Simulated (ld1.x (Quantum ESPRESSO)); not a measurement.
**Titanium: generating and testing a TM potential**

Do these settings give a usable potential? It is generated, then checked for transferability, scattering, ghosts and hardness.

The numbers are computed with ld1.x (Quantum ESPRESSO) 7.5 (PBE, scalar-relativistic, spin-unpolarised reference atom).

## Step 1: Settings

Typed settings, in words:

| Property | Result |
| --- | --- |
| element | titanium (Ti, Z = 22) |
| type | norm-conserving Troullier–Martins (Kleinman–Bylander form) |
| frozen core | [Ar] |
| valence charge | 4 |
| reference configuration | 3d1 4s0 4p0 (charge +3) |
| partial waves | 4s (bound, empty): rc 1.80 bohr; 3d (bound): rc 1.90 bohr; 4p (bound, empty): rc 2.70 bohr |
| local potential | the p channel |
| core correction | not asked for |

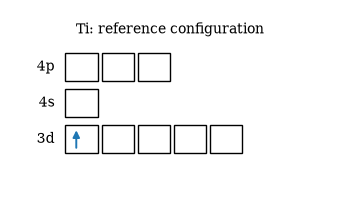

The outer shells as boxes. The arrows follow Hund's rule for the drawing; the calculation itself is spin-unpolarised.

The nodes and maxima of the atom's own shells, from an earlier all-electron run, set the scale for the radii.

All-electron outer shells of the reference configuration (PBE, scalar-relativistic, ld1.x):

```json
{"shell": "3p", "level (eV)": "-70.92", "outermost node (bohr)": "0.37", "outermost maximum (bohr)": "0.89"}
{"shell": "3d", "level (eV)": "-34.69", "outermost node (bohr)": "–", "outermost maximum (bohr)": "0.92"}
{"shell": "4s", "level (eV)": "-26.44", "outermost node (bohr)": "1.20", "outermost maximum (bohr)": "2.39"}
{"shell": "4p", "level (eV)": "-20.90", "outermost node (bohr)": "1.30", "outermost maximum (bohr)": "2.67"}
{"shell": "4f", "level (eV)": "-8.70", "outermost node (bohr)": "–", "outermost maximum (bohr)": "4.25"}
```

## Step 2: Generation

Ti.in

```
 &input
   title='Ti', zed=22., rel=1, dft='PBE', iswitch=3,
   config='[Ar] 3d1 4s0 4p0',
   nld=3, rlderiv=2.95, eminld=-5.0, emaxld=5.0, deld=0.02
 /
 &inputp
   pseudotype=2, tm=.true., lloc=1,
   nlcc=.false.,
   file_pseudopw='Ti.UPF', file_wfcaegen='ae.wfc', file_wfcncgen='nc.wfc', file_beta='beta', file_chi='chi'
 /
3
4S  1  0   0.00   0.00  1.80  1.80  0.0
3D  3  2   1.00   0.00  1.90  1.90  0.0
4P  2  1   0.00   0.00  2.70  2.70  0.0
 &test
   configts(1)='3d1 4s0 4p0'
 /
```

Started as:

```bash
$ ld1.x < Ti.in > Ti.out
```

Output in Ti.out (without the banner and most projector matrices):

```text
     Program LD1 v.7.5
     --------------------------- All-electron run ----------------------------

     Ti
     scalar relativistic calculation

     atomic number is 22.00
     dft =PBE   lsd =0 sic =0 latt =0  beta=0.20 tr2=1.0E-14
     Exchange-correlation= PBE
                           (   1   4   3   4   0   0   0)
     mesh =1177 r(mesh) = 100.37945 a.u. xmin = -7.00 dx = 0.01250
     1 Ry =  13.60569312 eV, c = 137.03599908

     n l     nl                  e(Ry)          e(Ha)          e(eV)
     1 0     1S 1( 2.00)      -360.3198      -180.1599     -4902.4011
     2 0     2S 1( 2.00)       -41.9629       -20.9814      -570.9343
     2 1     2P 1( 6.00)       -35.1482       -17.5741      -478.2162
     3 0     3S 1( 2.00)        -6.9856        -3.4928       -95.0436
     3 1     3P 1( 6.00)        -5.2127        -2.6063       -70.9218
     3 2     3D 1( 1.00)        -2.5498        -1.2749       -34.6913
     4 0     4S 1( 0.00)        -1.9436        -0.9718       -26.4442
     4 1     4P 1( 0.00)        -1.5358        -0.7679       -20.8961

     final scf error:  4.5E-15 reached in  22 iterations

     Etot =   -1703.612957 Ry,    -851.806478 Ha,  -23178.835093 eV

     Ekin =    1718.099961 Ry,     859.049980 Ha,   23375.940822 eV
     Encl =   -4004.138672 Ry,   -2002.069336 Ha,  -54479.081996 eV
     Eh   =     664.603079 Ry,     332.301539 Ha,    9042.385538 eV
     Exc  =     -82.177324 Ry,     -41.088662 Ha,   -1118.079457 eV

     normalization and overlap integrals

     s(1S/1S) =  1.000000  <r> =   0.0696  <r2> =    0.0065  r(max) =   0.0455
     s(2S/2S) =  1.000000  <r> =   0.3249  <r2> =    0.1248  r(max) =   0.2682
     s(2P/2P) =  1.000000  <r> =   0.2899  <r2> =    0.1037  r(max) =   0.2196
     s(3S/3S) =  1.000000  <r> =   0.9925  <r2> =    1.1325  r(max) =   0.8685
     s(3P/3P) =  1.000000  <r> =   1.0567  <r2> =    1.3065  r(max) =   0.8904
     s(3D/3D) =  1.000000  <r> =   1.2633  <r2> =    1.9742  r(max) =   0.9245
     s(4S/4S) =  1.000000  <r> =   2.6151  <r2> =    7.6860  r(max) =   2.3904
     s(4P/4P) =  1.000000  <r> =   2.9555  <r2> =    9.8594  r(max) =   2.6750

     ------------------------ End of All-electron run ------------------------

     --------------------- Generating NC pseudopotential ---------------------

      Generating local pot.: lloc=1, matching radius rcloc =   2.7000

      Wfc   4S  rcut= 1.793  Using Troullier-Martins method

      Wfc   3D  rcut= 1.885  Using Troullier-Martins method

     ------------------- End of pseudopotential generation -------------------

     [... the all-electron block is printed once more ...]


     Computing logarithmic derivative in   2.93799
     Computing logarithmic derivative in   2.93799
     Computing the partial wave expansion
     R is outside the sphere for l=    0 j= 0.00
       no projector for channel:   1
     R is outside the sphere for l=    2 j= 0.00

     ---------------------- Testing the pseudopotential ----------------------

     Ti
     scalar relativistic calculation

     atomic number is 22.00   valence charge is  4.00
     dft =PBE   lsd =0 sic =0 latt =0  beta=0.20 tr2=1.0E-14
     mesh =1177 r(mesh) = 100.37945 xmin = -7.00 dx = 0.01250

     n l     nl             e AE (Ry)        e PS (Ry)    De AE-PS (Ry)
     3 2     3D   1( 1.00)       -2.54976       -2.54977        0.00000
     1 0     4S   1( 0.00)       -1.94362       -1.94361       -0.00001
     2 1     4P   1( 0.00)       -1.53584       -1.53584        0.00000

     eps = 1.8E-17  iter =  5

     Etot =   -1703.612957 Ry,    -851.806478 Ha,  -23178.835093 eV
     Etotps =    -3.080734 Ry,      -1.540367 Ha,     -41.915524 eV

     Ekin =       7.682984 Ry,       3.841492 Ha,     104.532329 eV
     Encl =      -2.745310 Ry,      -1.372655 Ha,     -37.351850 eV
     Ehrt =       0.701713 Ry,       0.350856 Ha,       9.547288 eV
     Ecxc =      -0.622587 Ry,      -0.311294 Ha,      -8.470731 eV
     Epseu=      -8.097534 Ry,      -4.048767 Ha,    -110.172560 eV

     ---------------------- End of pseudopotential test ----------------------
```

Wall time 2.5 s (1 thread, shared host). (Generation and the later configuration tests together.)

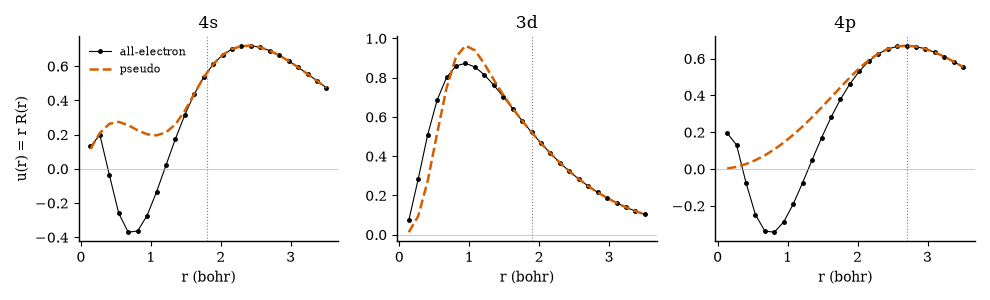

Bound waves of the atom and their pseudo partners (4s, 3d, 4p), with the matching radii dotted. The curves join 26 sampled radii, too few to resolve the innermost nodes.

## Step 3: Configuration tests

Ti.test.in

```
 &input
   title='Ti', zed=22., rel=1, dft='PBE', iswitch=2,
   config='[Ar] 3d1 4s0 4p0'
 /
 &test
   file_pseudo='Ti.UPF', nconf=8,
   configts(1)='3d1 4s0 4p0',
   configts(2)='3d2 4s2 4p0',
   configts(3)='3d2 4s1 4p0',
   configts(4)='3d2 4s0 4p0',
   configts(5)='3d3 4s1 4p0',
   configts(6)='3d2 4s0 4p2',
   configts(7)='3d3 4s0 4p0',
   configts(8)='3d1 4s2 4p1'
 /
```

Started as:

```bash
$ ld1.x < Ti.test.in > Ti.test.out
```

Ti.test.out, the pseudopotential blocks, each with the warnings that came before it:

```text
     BEWARE! Errors in PS-KS equations
     ---------------------- Testing the pseudopotential ----------------------

     Ti
     scalar relativistic calculation

     atomic number is 22.00   valence charge is  4.00
     dft =PBE   lsd =0 sic =0 latt =0  beta=0.20 tr2=1.0E-14
     mesh =1177 r(mesh) = 100.37945 xmin = -7.00 dx = 0.01250

     n l     nl             e AE (Ry)        e PS (Ry)    De AE-PS (Ry)
     3 2     3D   1( 1.00)       -2.54976       -2.54977        0.00000
     1 0     4S   1( 0.00)       -1.94362       -1.94361       -0.00001
     2 1     4P   1( 0.00)       -1.53584       -1.53584        0.00000

     eps = 1.8E-17  iter =  5

     Etot =   -1703.612957 Ry,    -851.806479 Ha,  -23178.835094 eV
     Etotps =    -3.080734 Ry,      -1.540367 Ha,     -41.915524 eV

     Ekin =       7.682984 Ry,       3.841492 Ha,     104.532329 eV
     Encl =      -2.745310 Ry,      -1.372655 Ha,     -37.351850 eV
     Ehrt =       0.701713 Ry,       0.350856 Ha,       9.547288 eV
     Ecxc =      -0.622587 Ry,      -0.311294 Ha,      -8.470731 eV
     Epseu=      -8.097534 Ry,      -4.048767 Ha,    -110.172560 eV

     ---------------------- End of pseudopotential test ----------------------

     BEWARE! Errors in PS-KS equations
     Warning: n=1, l=0 expected 0 nodes, found 2
     Warning: n=3, l=2 expected 0 nodes, found 1
     ---------------------- Testing the pseudopotential ----------------------

     Ti
     [...]
     n l     nl             e AE (Ry)        e PS (Ry)    De AE-PS (Ry)
     3 2     3D   1( 2.00)       -0.31302       -0.41193        0.09891  !
     1 0     4S   1( 2.00)       -0.32830       -0.32830        0.00000
     2 1     4P   1( 0.00)       -0.10777       -0.14010        0.03233  !

     eps = 1.3E-28  iter =  6

     Etot =   -1707.131133 Ry,    -853.565567 Ha,  -23226.702321 eV
     Etotps =    -1.480461 Ry,      -0.740230 Ha,     -20.142692 eV
     dEtot_ae =      -3.518176 Ry
     dEtot_ps =       1.600274 Ry,   Delta E=      -5.118450 Ry

     [...]
     ---------------------- End of pseudopotential test ----------------------

     BEWARE! Errors in PS-KS equations
     ---------------------- Testing the pseudopotential ----------------------

     Ti
     [...]
     n l     nl             e AE (Ry)        e PS (Ry)    De AE-PS (Ry)
     3 2     3D   1( 2.00)       -0.83550       -0.97545        0.13995  !
     1 0     4S   1( 1.00)       -0.76075       -0.76075        0.00000
     2 1     4P   1( 0.00)       -0.48549       -0.47027       -0.01521  !

     eps = 5.2E-27  iter =  6

     Etot =   -1706.591160 Ry,    -853.295580 Ha,  -23219.355615 eV
     Etotps =    -2.711662 Ry,      -1.355831 Ha,     -36.894040 eV
     dEtot_ae =      -2.978203 Ry
     dEtot_ps =       0.369072 Ry,   Delta E=      -3.347276 Ry

     [...]
     ---------------------- End of pseudopotential test ----------------------

     BEWARE! Errors in PS-KS equations
     ---------------------- Testing the pseudopotential ----------------------

     Ti
     [...]
     n l     nl             e AE (Ry)        e PS (Ry)    De AE-PS (Ry)
     3 2     3D   1( 2.00)       -1.44648       -1.44126       -0.00522  !
     1 0     4S   1( 0.00)       -1.24186       -1.24186        0.00000
     2 1     4P   1( 0.00)       -0.91224       -0.93213        0.01989  !

     eps = 3.9E-16  iter = 10

     Etot =   -1705.593615 Ry,    -852.796807 Ha,  -23205.783316 eV
     Etotps =    -5.066066 Ry,      -2.533033 Ha,     -68.927336 eV
     dEtot_ae =      -1.980658 Ry
     dEtot_ps =      -1.985332 Ry,   Delta E=       0.004674 Ry

     [...]
     ---------------------- End of pseudopotential test ----------------------

     BEWARE! Errors in PS-KS equations
     ---------------------- Testing the pseudopotential ----------------------

     Ti
     [...]
     n l     nl             e AE (Ry)        e PS (Ry)    De AE-PS (Ry)
     3 2     3D   1( 3.00)       -0.14076       -0.56776        0.42700  !
     1 0     4S   1( 1.00)       -0.27407       -0.48617        0.21210  !
     2 1     4P   1( 0.00)       -0.08211       -0.07763       -0.00448

     eps = 2.1E-15  iter = 36

     Etot =   -1707.049855 Ry,    -853.524927 Ha,  -23225.596471 eV
     Etotps =    -6.528276 Ry,      -3.264138 Ha,     -88.821715 eV
     dEtot_ae =      -3.436898 Ry
     dEtot_ps =      -3.447541 Ry,   Delta E=       0.010644 Ry

     [...]
     ---------------------- End of pseudopotential test ----------------------

     ---------------------- Testing the pseudopotential ----------------------

     Ti
     [...]
     n l     nl             e AE (Ry)        e PS (Ry)    De AE-PS (Ry)
     3 2     3D   1( 2.00)       -0.48476       -0.46116       -0.02359  !
     1 0     4S   1( 0.00)       -0.43039       -0.43039        0.00000
     2 1     4P   1( 2.00)       -0.18992       -0.20063        0.01070  !

     eps = 4.3E-15  iter = 14

     Etot =   -1706.669001 Ry,    -853.334501 Ha,  -23220.414691 eV
     Etotps =    -6.187385 Ry,      -3.093692 Ha,     -84.183660 eV
     dEtot_ae =      -3.056044 Ry
     dEtot_ps =      -3.106651 Ry,   Delta E=       0.050607 Ry

     [...]
     ---------------------- End of pseudopotential test ----------------------

     ---------------------- Testing the pseudopotential ----------------------

     Ti
     [...]
     n l     nl             e AE (Ry)        e PS (Ry)    De AE-PS (Ry)
     3 2     3D   1( 3.00)       -0.58982       -0.56776       -0.02206  !
     1 0     4S   1( 0.00)       -0.66089       -0.66089        0.00000
     2 1     4P   1( 0.00)       -0.41316       -0.44353        0.03037  !

     eps = 7.3E-15  iter = 11

     Etot =   -1706.587642 Ry,    -853.293821 Ha,  -23219.307744 eV
     Etotps =    -6.042101 Ry,      -3.021050 Ha,     -82.206971 eV
     dEtot_ae =      -2.974685 Ry
     dEtot_ps =      -2.961367 Ry,   Delta E=      -0.013318 Ry

     [...]
     ---------------------- End of pseudopotential test ----------------------

     BEWARE! Errors in PS-KS equations
     ---------------------- Testing the pseudopotential ----------------------

     Ti
     [...]
     n l     nl             e AE (Ry)        e PS (Ry)    De AE-PS (Ry)
     3 2     3D   1( 1.00)       -0.68514       -1.90814        1.22300  !
     1 0     4S   1( 2.00)       -0.45729       -1.13154        0.67425  !
     2 1     4P   1( 1.00)       -0.18855       -1.11953        0.93098  !

     eps = 1.8E-15  iter = 29

     Etot =   -1706.787734 Ry,    -853.393867 Ha,  -23222.030139 eV
     Etotps =    -6.680327 Ry,      -3.340164 Ha,     -90.890480 eV
     dEtot_ae =      -3.174777 Ry
     dEtot_ps =      -3.599593 Ry,   Delta E=       0.424816 Ry

     [...]
     ---------------------- End of pseudopotential test ----------------------
```

5 tests gave no usable energy difference (3d2 4s2 4p0; 3d2 4s1 4p0; 3d2 4s0 4p0; 3d3 4s1 4p0; others).

Excitation and ionisation energies from 3d1 4s0 4p0, with the error of the potential.

```tsv
valence configuration	charge	ΔE all-electron (eV)	error AE − PS (meV)
3d2 4s0 4p2	0	-41.580	+689
3d3 4s0 4p0	+1	-40.473	-181
```

## Step 4: Logarithmic derivatives

Taken from the files of the generation run. The phase is arctan(r·u′/u) with u = r·R, unwrapped, with energies in Ry. A pole is an energy at which the radial function vanishes at the test radius. The pseudo phase is shifted by a multiple of π to meet the all-electron one at the reference energy. Levels narrower than the energy grid can be missing from the poles. The last column is the largest difference on the grid between −1 and +1 Ry.

| channel | radius (bohr) | reference (Ry) | poles AE | poles PS | window around the reference with phases within 0.05 rad (Ry) | largest difference near zero (rad) |
| --- | --- | --- | --- | --- | --- | --- |
| s | 2.94 | -1.94 | -0.67 | -2.16, -0.60, 2.38 | -2.1 to 0.6 | 0.303 |
| p | 2.94 | -1.54 | 0.12 | -0.02, 4.69 | below 0.8 | 0.067 |
| d | 2.94 | -2.55 | -2.46, 1.40 | -2.46, 3.26 | -2.6 to -1.7 | 1.269 |

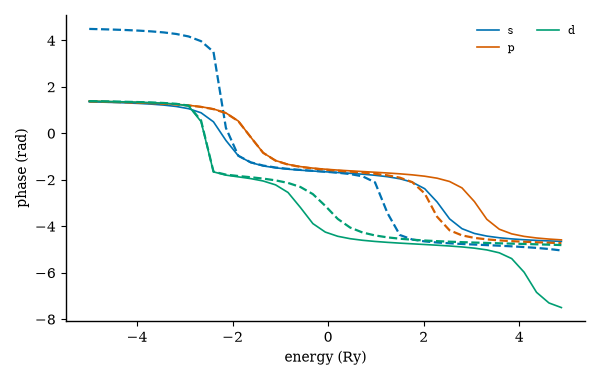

Phases by channel: all-electron solid, pseudo dashed.

## Step 5: Cutoff and ghost test in a Bessel basis

A separate test, outside the generator: the pseudo-atom's Hamiltonian at the reference potential is diagonalised in spherical Bessel functions j_l(qr) that vanish at 20 bohr, with q² up to the cutoff.

All-electron valence levels (Ry): 4s -1.9436, 3d -2.5498, 4p -1.5358. The lowest levels of each channel (Ry) by cutoff; the last column sums, over occupied levels, occupation times the distance from the level at 400 Ry. A positive value at high cutoff is not a bound level.

```
cutoff (Ry)     s #1     s #2     d #1     p #1     f #1  Σ f·Δε (mRy)
          8  -1.9497  -0.9539  -1.1190  -1.5348  -0.6094        1430.8
         15  -1.9501  -0.9838  -1.2144  -1.5356  -0.6097        1335.4
         25  -1.9753  -1.9023  -1.7742  -1.5358  -0.6097         775.6
         45  -2.0752  -1.9393  -2.4970  -1.5358  -0.6097          52.7
         55  -2.0962  -1.9407  -2.5433  -1.5358  -0.6097           6.5
         60  -2.1144  -1.9417  -2.5475  -1.5358  -0.6097           2.3
         70  -2.1393  -1.9427  -2.5495  -1.5358  -0.6097           0.3
         90  -2.1453  -1.9429  -2.5496  -1.5358  -0.6097           0.2
        400  -2.1662  -1.9436  -2.5498  -1.5358  -0.6097           0.0
```

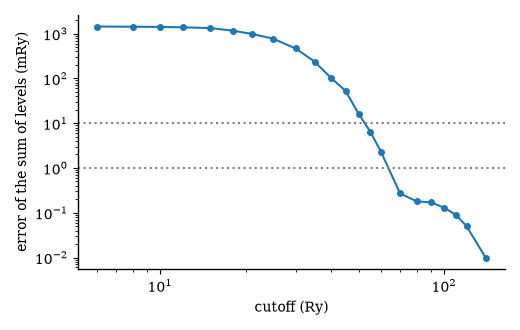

Occupation-weighted error of the valence levels against the cutoff; the dotted lines mark 10 and 1 mRy.

The sum stays within 10 mRy from 55 Ry and within 1 mRy from 70 Ry. The sum leaves out empty levels, which can need more. Ghost test: ghost state, bound below the all-electron valence or empty levels of the same l: s at -29.5 eV.

## Step 6: Summary of results

| quantity | value |
| --- | --- |
| cutoffs for 10 and 1 mRy, occupied levels | 55 Ry and 70 Ry |
| bound ghosts | s at -29.47 eV |
| largest test error (AE − PS) | +689 meV, for 3d2 4s0 4p2 (5 tests unsolved) |
| largest phase difference near zero energy, channels read | 1.269 rad |

What this shows: It has a bound ghost (s), a state that the atom doesn't have, and that rules the file out. By total energies transferability is poor: the largest error is 689 meV on 41.6 eV, for 3d2 4s0 4p2. Of the tests 5 gave no usable energy difference, which is a warning in itself. By its cutoff, 55 Ry for the looser tolerance, it is of middling hardness. Near zero energy the largest phase difference among the channels read is 1.27 rad, in the d channel. The pseudo curves have a pole with no partner nearby in the atom's: s at -2.16 Ry. These are tests on the free atom; a crystal test is still owed.
